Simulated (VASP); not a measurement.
Band structure of CdTe (space group P3_121). All values below come from r2SCAN meta-GGA, VASP's PBE PAW potentials (set 64) (plane waves; VASP 6.6.1).

Unless said otherwise, spin-orbit coupling is left out, though it shifts the bands of the heavy elements here.

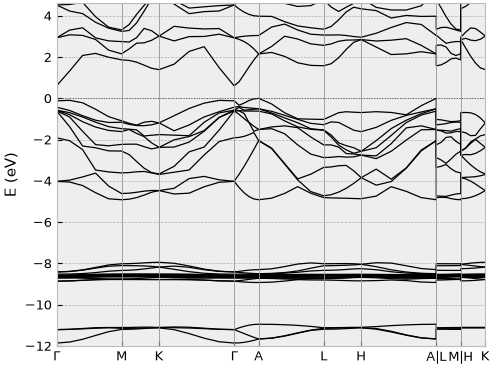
Figure: Bands along high-symmetry lines, zero at the valence-band maximum or, without a gap, the Fermi level

Task: Read the plot: is there a gap, and where are the band edges?

Result: The gap is indirect, 0.60 eV, from the valence maximum at A to the conduction minimum at Γ.

The structure comes from a computed database's CdTe entry (P3_121); how it stands against other phases isn't given here. It was relaxed first.
